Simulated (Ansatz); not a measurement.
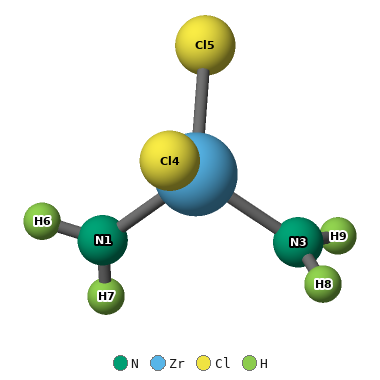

The system is Cl2H4N2Zr, SMILES [NH2][Zr]([NH2])([Cl])[Cl]; the picture shows the reference structure. The first coordinate is: dihedral N1–Zr2–N3–H8; the second: dihedral H6–N1–Zr2–N3. Nothing is relaxed (all other coordinates rigid). The scan uses an 18 × 18 grid. Energies are in cm⁻¹, from the lowest grid point. Level of theory: RKS PBE0-D4/def2-SVP in Ansatz 0.2.0.

Its coordinates:

```xyz
9

N    -1.3974    0.8248    0.4293
Zr    0.4920    0.1477    0.4304
N     0.6093   -1.0819   -1.1463
Cl    0.8551   -1.0511    2.4425
Cl    1.9494    1.9952    0.1468
H    -1.7614    1.4771    1.1232
H    -2.1421    0.5995   -0.2255
H     0.4679   -2.0909   -1.1219
H     0.9272   -0.8206   -2.0786
```

Range: dihedral N1–Zr2–N3–H8 from −180 to 160°; dihedral H6–N1–Zr2–N3 from −180 to 160°.

Question: What will the energy surface look like?

Answer: The lowest grid point is at dihedral N1–Zr2–N3–H8 = −100°, dihedral H6–N1–Zr2–N3 = −180°. Higher local minima lie near dihedral N1–Zr2–N3–H8 = −100°, dihedral H6–N1–Zr2–N3 = 0° (35 cm⁻¹ above the lowest at that grid point); dihedral N1–Zr2–N3–H8 = 80°, dihedral H6–N1–Zr2–N3 = −180° (76 cm⁻¹ above the lowest at that grid point); dihedral N1–Zr2–N3–H8 = 80°, dihedral H6–N1–Zr2–N3 = 0° (115 cm⁻¹ above the lowest at that grid point). The highest grid point, dihedral N1–Zr2–N3–H8 = −100°, dihedral H6–N1–Zr2–N3 = −80°, lies 1775 cm⁻¹ above the lowest. On the interpolated surface the easiest way out of the lowest well to the well at about dihedral N1–Zr2–N3–H8 = 85°, dihedral H6–N1–Zr2–N3 = 0° passes a barrier of about 500 cm⁻¹. Round the minimum the valley is somewhat tilted: raising dihedral N1–Zr2–N3–H8 shifts the best value of dihedral H6–N1–Zr2–N3 downwards (coupling k₁₂/√(k₁₁k₂₂) about 0.2).

| dihedral H6–N1–Zr2–N3 ↓, dihedral N1–Zr2–N3–H8 → | −180 | −140 | −100 | −60 | −20 | 20 | 60 | 100 | 140 |
| --- | --- | --- | --- | --- | --- | --- | --- | --- | --- |
| 140 | 545 | 705 | 725 | 547 | 480 | 651 | 769 | 663 | 505 |
| 100 | 138 | 903 | 1765 | 1198 | 227 | 391 | 1394 | 1587 | 615 |
| 60 | 268 | 663 | 1320 | 1093 | 413 | 366 | 1022 | 1301 | 733 |
| 20 | 723 | 396 | 211 | 446 | 733 | 621 | 316 | 350 | 673 |
| −20 | 747 | 557 | 244 | 297 | 643 | 740 | 442 | 275 | 519 |
| −60 | 300 | 874 | 1362 | 898 | 294 | 526 | 1188 | 1203 | 526 |
| −100 | 131 | 847 | 1754 | 1250 | 259 | 345 | 1348 | 1614 | 673 |
| −140 | 517 | 501 | 683 | 736 | 594 | 494 | 607 | 760 | 707 |
| −180 | 827 | 412 | 0 | 239 | 755 | 722 | 220 | 112 | 579 |

The table holds every second grid line.

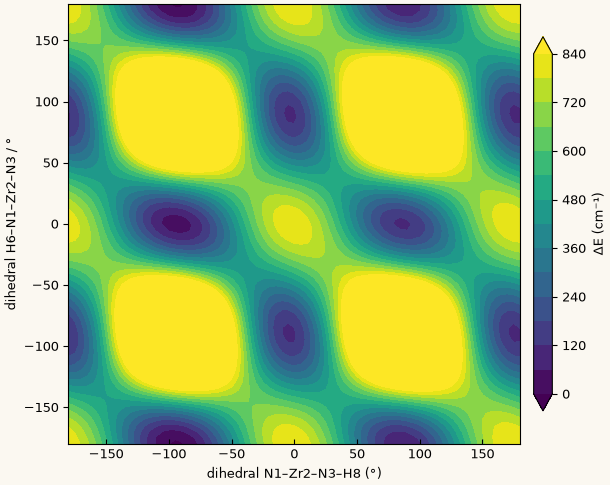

The picture shows filled contours, one colour for all values above the top of the scale. Between grid points the surface is interpolated.

Time for the 324 points that were run: 20 min on 1 thread of AMD EPYC 9R45 96-Core Processor (Zen 5) (shared host).
